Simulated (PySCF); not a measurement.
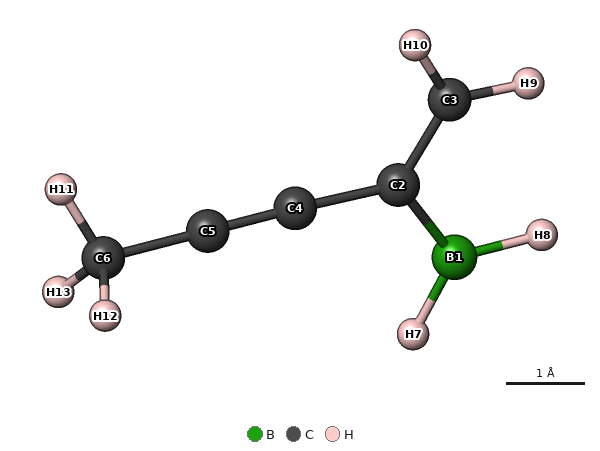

Figure 1. The structure (ball-and-stick view, seen at a tilt; atoms are numbered from 1 in the order of the input).

# Run report: C5H7B, excited-state calculation

C5H7B, SMILES BC(=C)C#CC, computed with TDDFT PBE0/def2-SVP, vertical, gas phase, core orbitals frozen in the response (PySCF 2.14.0).

The geometry comes from this level: PBE0-D3(BJ)/def2-SVP.

## The program's output
```
coarse grid: 10856 points
cycle   1  E = -218.9854573082  dE =  4.889e-01  |g| = 3.032e-01  |ddm| = 3.863e+00
cycle   2  E = -218.9889203676  dE = -3.463e-03  |g| = 2.837e-01  |ddm| = 7.425e-01
cycle   3  E = -219.0109146046  dE = -2.199e-02  |g| = 1.094e-01  |ddm| = 4.225e-01
cycle   4  E = -219.0139341515  dE = -3.020e-03  |g| = 2.970e-02  |ddm| = 1.148e-01
cycle   5  E = -219.0141272260  dE = -1.931e-04  |g| = 1.244e-02  |ddm| = 3.377e-02
cycle   6  E = -219.0141634839  dE = -3.626e-05  |g| = 4.722e-03  |ddm| = 1.502e-02
cycle   7  E = -219.0141695699  dE = -6.086e-06  |g| = 6.227e-04  |ddm| = 5.192e-03
final grid: 104856 points
cycle   8  E = -219.0500307005  dE = -2.090e-05  |g| = 5.700e-03  |ddm| = 2.379e-02
cycle   9  E = -219.0500301116  dE =  5.889e-07  |g| = 5.992e-03  |ddm| = 1.236e-02
cycle  10  E = -219.0500397262  dE = -9.615e-06  |g| = 1.256e-03  |ddm| = 6.565e-03
cycle  11  E = -219.0500401644  dE = -4.382e-07  |g| = 2.695e-04  |ddm| = 1.359e-03
cycle  12  E = -219.0500401812  dE = -1.677e-08  |g| = 9.443e-05  |ddm| = 3.084e-04
cycle  13  E = -219.0500401831  dE = -1.951e-09  |g| = 4.671e-05  |ddm| = 1.260e-04
cycle  14  E = -219.0500401837  dE = -5.574e-10  |g| = 6.172e-06  |ddm| = 4.273e-05
```

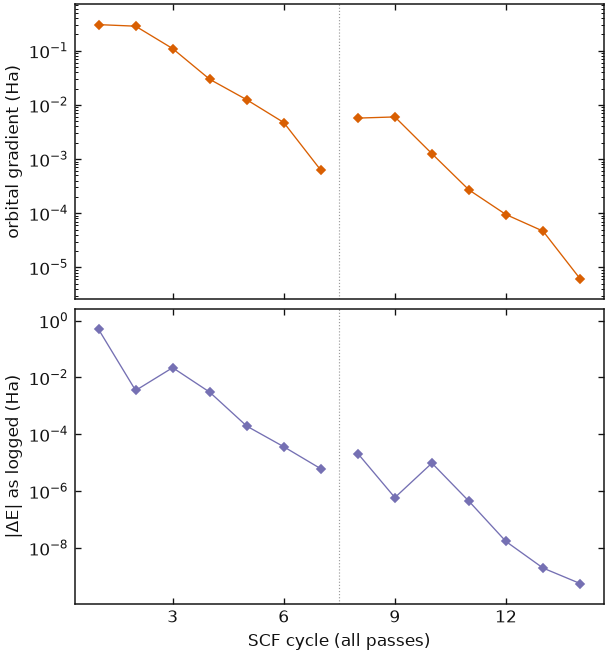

Figure 2. Convergence of the self-consistent field: orbital gradient and size of the energy change against the SCF cycle. The dotted line marks the change from a coarse to the final integration grid. The first 7 cycles use a coarse grid, the final grid takes over at cycle 8, and the field converges after 14 cycles in all.

```
converged SCF energy = -219.0500401837

Static polarisability (au): isotropic 70.567, principal 36.275 66.611 108.814

Singlet excitations
state   eV       nm        f      main configurations
  1   3.8538    321.7   0.00003   H-1->L 0.98
  2   4.1253    300.5   0.08320   H->L 0.96
  3   5.3305    232.6   0.00026   H-2->L 0.98
  4   5.6985    217.6   0.00095   H-1->L+1 0.82, H-4->L 0.15
  5   5.9555    208.2   0.17171   H->L+1 0.78, H-1->L+2 0.14
  6   6.0482    205.0   0.00079   H-4->L 0.84, H-1->L+1 0.14
  7   6.5836    188.3   0.00049   H->L+2 0.95
  8   6.7017    185.0   0.19529   H-3->L 0.88
  9   7.8445    158.1   0.00631   H-2->L+1 0.63, H-5->L 0.26
 10   7.9556    155.8   0.00115   H->L+3 0.90

Triplet excitations (Tamm-Dancoff, eV): 2.6242 3.6613 4.7403 4.8272
```

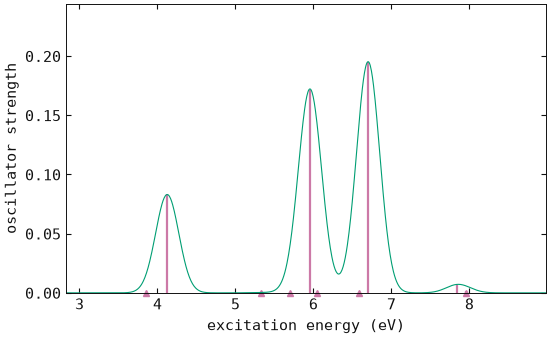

Figure 3. Computed excitations as sticks (degenerate states added up, dark ones marked on the axis), with a Gaussian envelope of 0.35 eV full width at half maximum, scaled to the tallest. Of the 10 states the lowest lies at 3.85 eV (f = 0.000); the strongest line is at 6.70 eV, or 185 nm (f = 0.195).

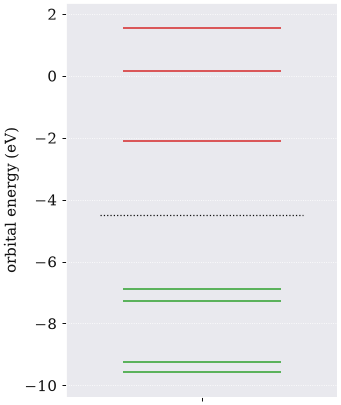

Figure 4. Orbital energies near the frontier; the dotted line parts filled from empty levels, and levels within 0.02 eV of each other stand side by side. Highest filled −6.88 eV, lowest empty −2.12 eV, 4.76 eV apart.

The run was set up as follows.

## Input
```
{"job": {"kind": "uv", "xc": "PBE0", "basis": "def2-SVP"}, "charge": 0, "multiplicity": 1}
B      2.093112    -0.901690     0.666876
C      1.216584     0.144357    -0.075002
C      1.843922     1.143556    -0.746364
C     -0.210377     0.050597    -0.045300
C     -1.419407    -0.065648     0.005590
C     -2.864234    -0.198797     0.067490
H      1.599913    -1.818600     1.277717
H      3.296034    -0.781797     0.621274
H      2.935719     1.197888    -0.755883
H      1.294379     1.916784    -1.293868
H     -3.351701     0.311836    -0.777793
H     -3.260650     0.240427     0.997034
H     -3.168000    -1.257304     0.044992
```

The first line tells a small driver script what to run in PySCF; the rest is the geometry in Å.

Launched with:
```bash
OMP_NUM_THREADS=1 python <driver script> task.json out
```

## Summary

- outcome: converged
- total energy: −219.050040 hartree
- HOMO: −6.88 eV
- LUMO: −2.12 eV
- dipole moment: 1.36 D
- mean polarisability: 70.57 a.u.
- lowest singlet excitation: 3.85 eV
- hardware: 1 CPU thread, shared host
- wall time: 11 s
- peak memory: 0.59 GiB
